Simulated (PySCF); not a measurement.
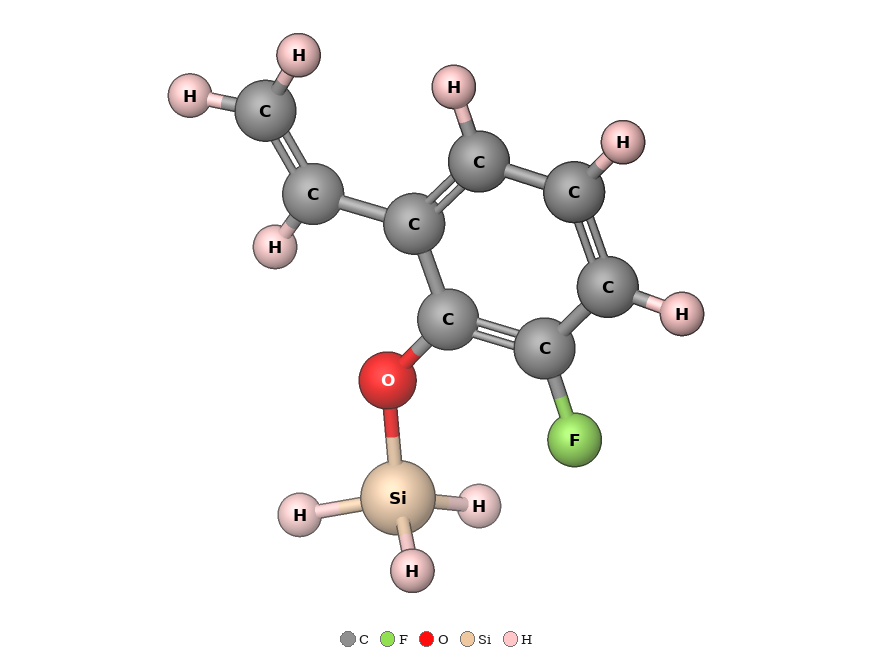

Orthographic view. Depth is shown by fading: the farther an atom, the more it takes the colour of the background. The geometry was computed by an optimisation with PBE0-D3(BJ)/def2-SVP. No frequency run is at hand to confirm it as a minimum.

Q: Write the InChI string.

A: InChI=1S/C8H9FOSi/c1-2-6-4-3-5-7(9)8(6)10-11/h2-5H,1H2,11H3
